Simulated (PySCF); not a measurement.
SMILES [se]1c(ccc1)-c1c(cccc1)C (C11H10Se), GFN2-xTB optimised geometry. Atoms within 1.6 Å of the plane z = 1.2 Å (x, y, z in Å): C1 (-2.35, -0.74, -0.01), C2 (-1.56, 0.53, 0.00), C3 (-2.23, 1.75, 0.00), C4 (-1.55, 2.95, 0.00), C5 (-0.17, 2.95, 0.00), C6 (0.51, 1.75, 0.00), C7 (-0.16, 0.53, 0.00), C8 (0.65, -0.68, -0.02), C11 (1.89, -2.91, 0.33), Se12 (0.33, -2.21, 1.04), H13 (-3.39, -0.55, -0.26), H14 (-2.32, -1.21, 0.98), H16 (-3.31, 1.75, -0.01), H17 (-2.10, 3.88, 0.00), H18 (0.38, 3.88, 0.00), H19 (1.59, 1.75, 0.02), H22 (2.24, -3.88, 0.62).

Computed with CAM-B3LYP/def2-SVP run with PySCF. Cells within 0.4 Å of a nucleus heavier than hydrogen are left out (blank, or x).

Map of the deformation density (molecule minus spherical neutral atoms) (e/bohr³) on the plane z = 1.2 Å:

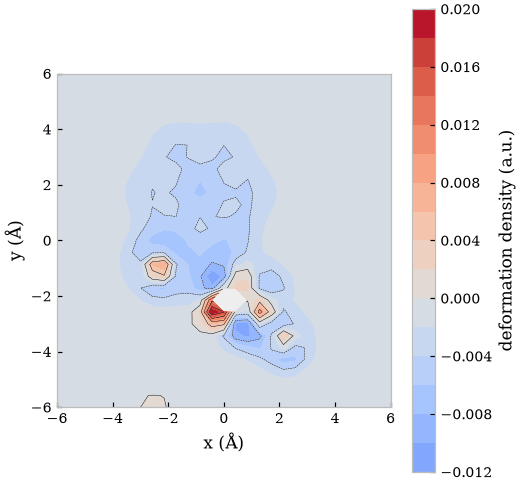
*Deformation density (molecule minus spherical neutral atoms) (e/bohr³) on the plane z = 1.2 Å.*
